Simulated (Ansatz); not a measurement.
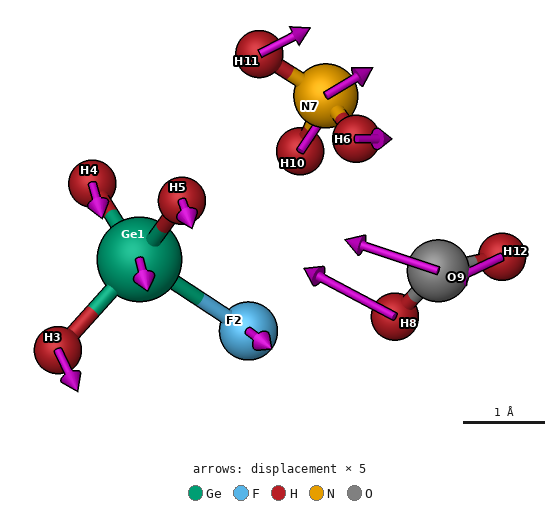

This is a relaxation of GeNH8OF. The starting structure is drawn; purple arrows show the displacements, 5 times their true length. The two geometries are superimposed by the best rigid fit.

Style: ball-and-stick. Shown from a free direction.

The run prepares an end point of a later path (reaction) calculation, from a guessed geometry.

These are results of RKS PBE-D4/def2-SVP in Ansatz, not measurements.

Input
```yaml
crystal:
  periodic: [false, false, false]
  atoms:
    - { symbol: Ge, position_ang: [-0.758583, -0.256678, -1.565606] }
    - { symbol: F, position_ang: [0.942948, 0.134815, -1.240644] }
    - { symbol: H, position_ang: [-0.709566, -0.932496, -2.962193] }
    - { symbol: H, position_ang: [-1.532472, 1.080948, -1.627865] }
    - { symbol: H, position_ang: [-1.251807, -1.229944, -0.473383] }
    - { symbol: H, position_ang: [-0.027659, 0.31244, 1.366389] }
    - { symbol: "N", position_ang: [-0.451365, 1.240613, 1.262483] }
    - { symbol: H, position_ang: [1.698603, -0.977749, 0.469044] }
    - { symbol: O, position_ang: [1.496082, -1.364891, 1.342045] }
    - { symbol: H, position_ang: [0.006471, 1.688233, 0.460609] }
    - { symbol: H, position_ang: [-1.44094, 1.112486, 1.025842] }
    - { symbol: H, position_ang: [2.028287, -0.807777, 1.943278] }
basis:
  gaussian: { orbitals: def2-SVP }
hamiltonian:
  xc: pbe
  dispersion: d4
relax:
  f_tol: 0.03
  max_steps: 50
output:
  orbitals: {}
```

Run as
```bash
ansatz run input.yaml --threads 2 --pin off --max-ram 3072MiB --backend cpu --events-out ev --progress --plain --runs-dir out
```

Question: What happened in the run?

Answer: The energy falls by 0.062 eV in 5 accepted moves (6 points after the start). Largest force component: 0.23 eV/Å at the start, 0.022 eV/Å at the end. The line search rejected the trial step at point 5 of the run. H8 moves most after the best rigid fit: 0.29 Å. By element the largest moves are H 0.29 Å, O 0.26 Å, N 0.14 Å, Ge 0.11 Å, F 0.10 Å. Some distances before and after: Ge1–F2 1.776 → 1.788 Å, H6–N7 1.026 → 1.034 Å, H8–O9 0.976 → 0.983 Å. The run took 11 s on 2 threads of Intel(R) Xeon(R) Platinum 8488C (Sapphire Rapids), with other jobs on the host, peak memory 0.17 GiB.
